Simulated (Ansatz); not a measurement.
# HS (SMILES [SH]): UBLYP/def2-TZVPPD

What is the electronic atomisation energy of HS at UBLYP/def2-TZVPPD? 

The results are computed with Ansatz 0.2.0.

10 further runs of the same task are left out: 10 set aside as unsound or not needed.

### Step 1. The system as given

HS: 2 atoms, total charge 0, spin state doublet. SMILES: `[SH]`. Geometry: relaxed at GFN2-xTB.

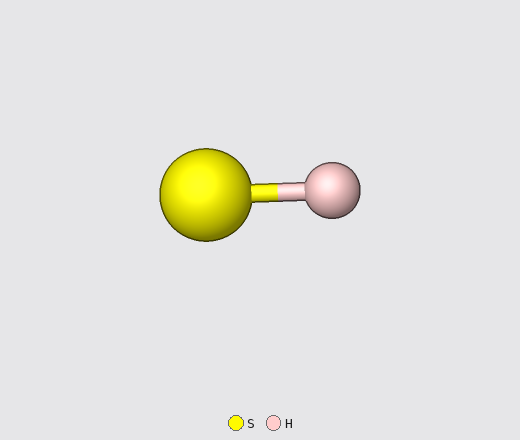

Viewed from a chosen angle; sulfur yellow, hydrogen pink.

### Step 2. The energy at UBLYP/def2-TZVPPD

Input file in.yaml:

```yaml
crystal:
  periodic: [false, false, false]
  atoms:
    - {symbol: S, position_ang: [0.568010, -0.185670, 0.292090]}
    - {symbol: H, position_ang: [-0.568010, 0.185670, -0.292090]}
basis:
  gaussian: {orbitals: def2-TZVPPD.json}
magnetization: {spin_polarized: true, initial_magnetization: 1}
hamiltonian: {xc: {name: BLYP}}
accuracy: high
output: {orbitals: {seedname: orbitals}}
```

The basis set def2-TZVPPD is read from a file made from the Basis Set Exchange's data (not shown).

The run is started by

```console
ansatz run in.yaml --threads 1 --pin off --max-ram 2610MiB --events-out events.jsonl --progress --plain --runs-dir runs
```

Log:

```text
Warning: RAYON_NUM_THREADS=1 ignored (pool sized by the plan → 1); use --threads N
Functional definition: BLYP
  name "BLYP"
  parameter beta = 0.0042
  parameter a = 0.04918
  parameter b = 0.132
  parameter c = 0.2533
  parameter d = 0.349
  exchange = b88_x(beta = beta)
  correlation = lyp_c(a = a, b = b, c = c, d = d)
849 factors; integrals over basis functions are off by at most 3.5e-9 eV
mean field evaluation 1: about -10850.1694 eV, gradient 9.1e0 eV
mean field evaluation 2: about -10850.2744 eV, gradient 9.1e0 eV
mean field evaluation 4: about -10850.6666 eV, gradient 1.8e-1 eV
mean field evaluation 8: about -10850.6664 eV, gradient 2.5e-3 eV
mean field evaluation 16: about -10850.6664 eV, gradient 4.5e-7 eV
mean field evaluation 32: about -10850.6664 eV, gradient 1.1e-8 eV
mean field -10850.66635836 eV, -398.7546338239 hartree, gradient 1.1e-8 eV, S^2 0.753230; 1 other end points of the search recorded, 0 dependent functions left out
reference -10850.66639769 eV, -398.7546352692 hartree; 9, 8 occupied and 59, 60 virtual orbitals, 849 factors
Total energy: -10850.66639769 eV, -398.7546352692 hartree
```

Wall time 2.5 s (1 thread of Intel Xeon Platinum 8375C at 2.90GHz (Ice Lake), shared host); peak memory 0.14 GiB.

### Step 3. The H atom

Input file input.yaml:

```yaml
crystal:
  periodic: [false, false, false]
  atoms:
    - symbol: H
      position_ang: [0.000000, 0.000000, 0.000000]
basis:
  gaussian:
    orbitals: def2-TZVPPD.json
hamiltonian:
  xc: {name: BLYP}
accuracy: high
magnetization:
  spin_polarized: true
  initial_magnetization: 1
```

The basis set def2-TZVPPD is read from a file made from the Basis Set Exchange's data (not shown).

Run the same way, it converges to -0.49755 Eh (log not shown).

### Step 4. The S atom

Input file job.yaml:

```yaml
basis:
  gaussian: {orbitals: def2-TZVPPD.json}
crystal:
  periodic: [false, false, false]
  atoms:
    - {symbol: S, position_ang: [0.000000, 0.000000, 0.000000]}
total_charge: 0
magnetization: {spin_polarized: true, initial_magnetization: 2}
hamiltonian: {xc: {name: BLYP}}
accuracy: high
```

The basis set def2-TZVPPD is read from a file made from the Basis Set Exchange's data (not shown).

Run the same way, it converges to -398.11712 Eh (log not shown).

### Step 5. What came out

Level: UBLYP/def2-TZVPPD.

| quantity | value |
| --- | --- |
| molecule: total energy | -398.75464 Eh |
| molecule: HOMO energy (highest over α and β) | -6.11 eV |
| molecule: LUMO energy (lowest over α and β) | -5.82 eV |
| molecule: ⟨S²⟩ | 0.753 |
| H atom: total energy | -0.49755 Eh |
| H atom: ⟨S²⟩ | 0.750 |
| S atom: total energy | -398.11712 Eh |
| S atom: ⟨S²⟩ | 2.003 |
| electronic atomisation energy | 3.809 eV |

In words: Taking the molecule apart into free atoms costs 3.81 eV (88 kcal/mol), before zero-point energy and without spin-orbit coupling.
